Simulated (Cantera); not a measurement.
Charge: 1 mol SiF₄, 1 mol O₃, 0.11 mol H₂, at 71.0 mbar.

Cantera equilibrium calculation (NASA polynomials, part measured and part estimated; ideal gas, pure solids and liquids). Candidate condensed phases: H₂O, Si, SiO₂; 38 gas species. The tables hold silica as quartz up to 1696 K and as liquid above; real silica turns to tridymite and cristobalite and melts near 1996 K. Equilibrium is a limit: real reactors are often held back by kinetics, nucleation or transport.

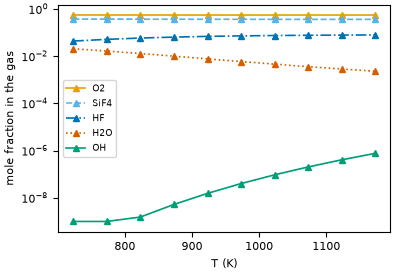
Fig. 1. Equilibrium gas composition (values under 1e-9 drawn at 1e-9)

From 723 K to 823 K the condensed part is SiO₂(α-quartz). From 873 K to 1173 K the condensed part is SiO₂(β-quartz). The main Si-bearing gas is SiF₄ throughout. The share of Si in condensed phases is highest at 1173 K (5.2 %) and lowest at 723 K (2.8 %).
